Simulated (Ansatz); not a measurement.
Band structure of Bi₂Te₃ (R-3m, 5 atoms in the cell).

```yaml
crystal:
  lattice:
    - [2.25811, 1.30372, 10.99114]
    - [-2.25811, 1.30372, 10.99114]
    - [0.00000, -2.60744, 10.99114]
  atoms:
    - { symbol: Bi, position: [0.60317, 0.60317, 0.60317] }
    - { symbol: Bi, position: [0.39683, 0.39683, 0.39683] }
    - { symbol: Te, position: [0.78319, 0.78319, 0.78319] }
    - { symbol: Te, position: [0.21681, 0.21681, 0.21681] }
    - { symbol: Te, position: [0.00000, 0.00000, 0.00000] }
```

Method: PBE (plane waves, PAW; Ansatz, a quantum-chemistry and plane-wave program).

Settings: basis.ecutwfc = 30.9 Ry; kpoints.mp_grid.grid = 4 4 4; hamiltonian.xc = pbe; hamiltonian.pseudopotentials = {kind: paw} (the program's default PAW files); scf.occupations.method = fermi_dirac; scf.occupations.width = 0.0015 Ry; kpoints.band_path.path = [[0.0, 0.0, 0.0], [0.5, 0.0, 0.0], [0.5, 0.17604641, -0.17604641]]; kpoints.band_path.npoints = 8.

The starting cell comes from a database of computed structures (which also holds hypothetical and non-ambient phases and stackings), without a prior relaxation at this level. Its lattice was rescaled by a random factor within 2.5 % of one. Spin-orbit coupling is off.

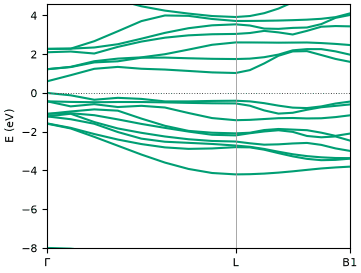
Fig. 1. Bands along the path, energies from the top of the valence band on the path.

Problem. Read off roughly the gap and where its edges lie.

Solution. The gap along the path is about 0.6 eV (computed: 0.60 eV), direct at Γ to within 0.01 eV.

Levels in eV from the top of the valence band on the path, bands 36 to 43:
```
point     36     37     38     39    40    41    42    43
-----  -----  -----  -----  -----  ----  ----  ----  ----
Γ      -1.08  -0.43  -0.43   0.00  0.60  1.22  1.22  2.10
L      -2.08  -1.41  -0.54  -0.40  1.03  1.75  2.61  3.05
B1     -2.10  -1.16  -0.59  -0.45  1.61  1.98  2.47  3.44
```

Keys are those of Ansatz 0.2.
